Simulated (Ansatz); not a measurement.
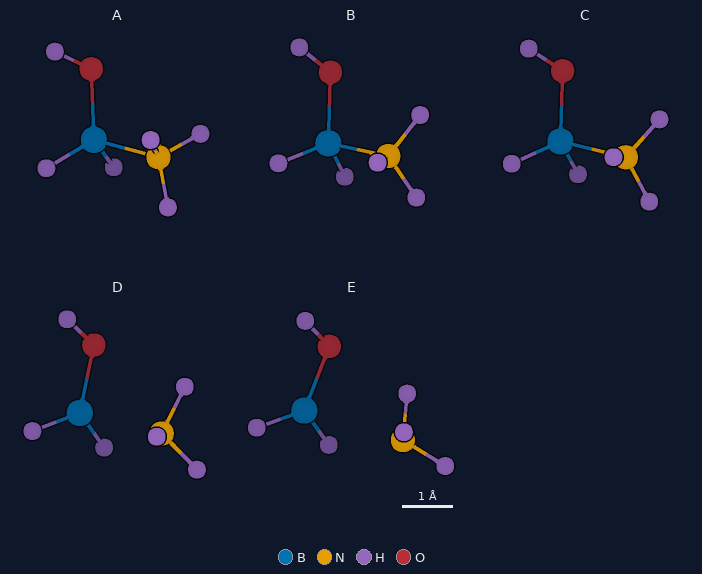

5 geometries from one relaxation of BNH6O, in shuffled order. A ball-and-stick model, seen from a free direction.

The run prepares an end point of a later path (reaction) calculation, from a guessed geometry.

Theory: Ansatz, RKS PBE-D4/def2-SVP. (no spin polarisation; force threshold 0.03 eV/Å; at most 50 steps)

Order the frames from highest to lowest energy.

E, D, B, C, A. They are steps 0, 2, 4, 7, 13, at +12.7 kcal/mol, +7.93 kcal/mol, +3.58 kcal/mol, +0.63 kcal/mol relative to the last. Over 12 accepted moves (13 points after the start) the energy falls by 12.7 kcal/mol. Largest force component: 0.57 eV/Å at the start, 0.014 eV/Å at the end. The line search rejected the trial step at point 9 of the run. The atom that moves furthest after the best rigid fit is an H atom (0.92 Å). Largest moves by element: H 0.92 Å, B 0.61 Å, N 0.47 Å, O 0.24 Å. Some distances before and after: B–N 2.741 → 1.706 Å, B–O 1.390 → 1.435 Å, B–H 1.215 → 1.238 Å, H–N 1.044 → 1.031 Å. New bonds form, among them: B–N (2.74 → 1.71 Å). Among the angles between lasting bonds that change: H–B–H 123.5° → 114.4°, H–B–O 120.5° → 117.3°, H–B–O 115.6° → 113.5°.

Limits of the set-up: the start holds two separate molecules, 2.2 Å apart at their closest, whose relative position is a soft coordinate.
